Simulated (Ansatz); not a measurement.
**H$_{10}$O$_{3}$Si$_{4}$: density, localisation and related maps**

```xyz
17

Si   -0.0182   -0.0936    0.3759
O    -1.1080    0.7424    1.2632
Si   -1.9847    1.0116    2.6363
O    -0.5259   -1.6295    0.1374
Si   -0.9739   -3.1266    0.6710
O     1.4481   -0.0771    1.0995
Si    2.4726   -0.4228    2.3475
H     0.1077    0.5620   -0.9404
H    -1.0690    1.2778    3.7881
H    -2.8573    2.1993    2.4042
H    -2.8314   -0.1806    2.9496
H    -2.1870   -3.0220    1.5390
H    -1.2803   -3.9712   -0.5201
H     0.1373   -3.7481    1.4555
H     3.8206    0.1167    2.0043
H     2.5589   -1.9021    2.5480
H     1.9821    0.2144    3.6084
```

Method: DFT PBE, Gaussian basis def2-TZVP (Ansatz 0.2.0).

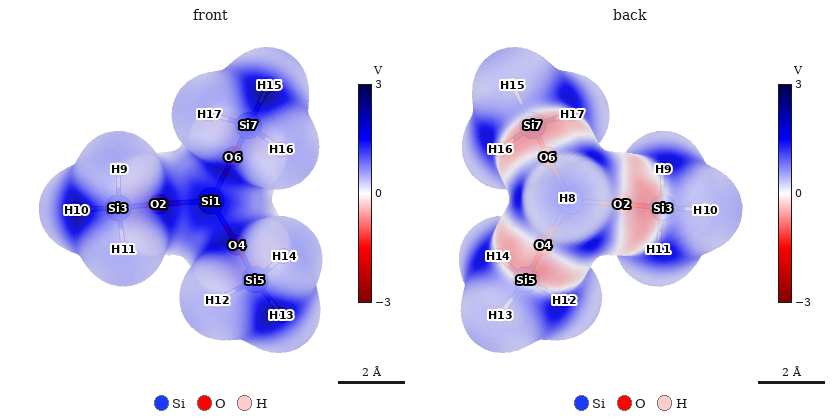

Figure 1. The electrostatic potential painted on the density surface at 0.004 e/bohr³, seen from the front and from behind; the colour scale runs from red (negative) to blue (positive).

Question: Which sites attract a positive test charge, and which a negative one?

Answer: A positive charge is drawn to the negative regions and a negative charge to the positive ones. The most negative region (about −0.6 V) lies over O2, O4 and O6, the most positive (about +2.3 V) over Si3, Si5 and Si7.

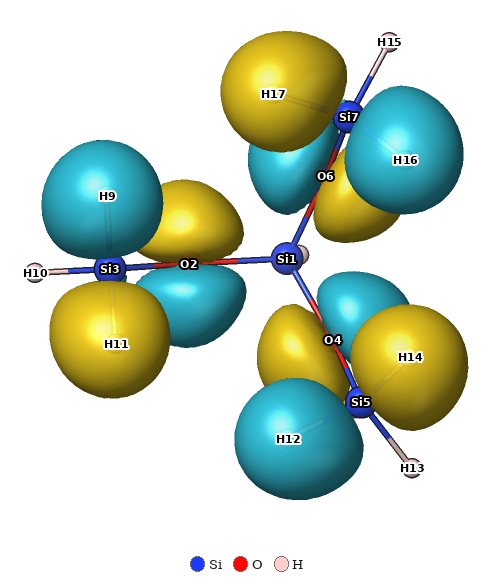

Figure 2. One frontier orbital at ±0.06 Å⁻³ᐟ² (yellow and cyan are the two phases), seen across its widest extent.

Question: Which orbital is it: HOMO or LUMO?

Answer: The HOMO, at −7.25 eV. By Hirshfeld shares it lies mainly on O2 (about 15 %), O4 (about 15 %), O6 (about 15 %), Si3 (about 5 %), Si7 (about 5 %) and Si5 (about 5 %).

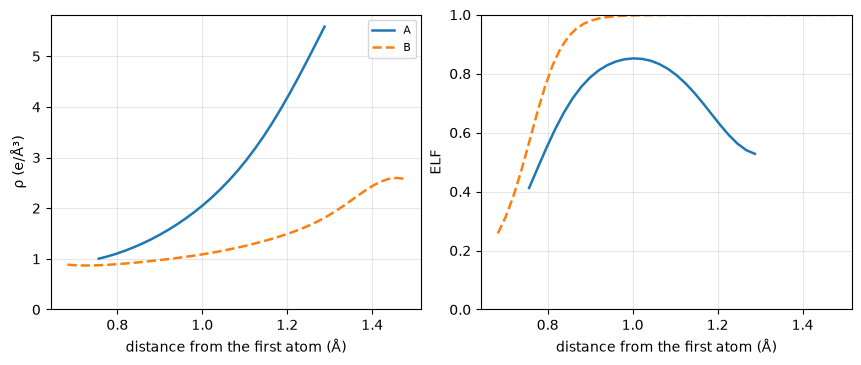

Figure 3. Total electron density and ELF along straight lines between neighbouring atoms. The curves leave out the atomic cores.

Question: Which curve belongs to which contact (Si–H and Si–O)? The first atom named is at distance zero.

Answer: Curve A: Si–O (1.64 Å): ρ is about 1.2 e/Å³ halfway; the ELF peaks at about 0.85 between the atoms, as expected for a shared but strongly polarised pair. Curve B: Si–H (1.48 Å): the density is about 0.87 e/Å³ at the midpoint; the ELF climbs to about 1 towards the hydrogen, as it does in any bond to H.
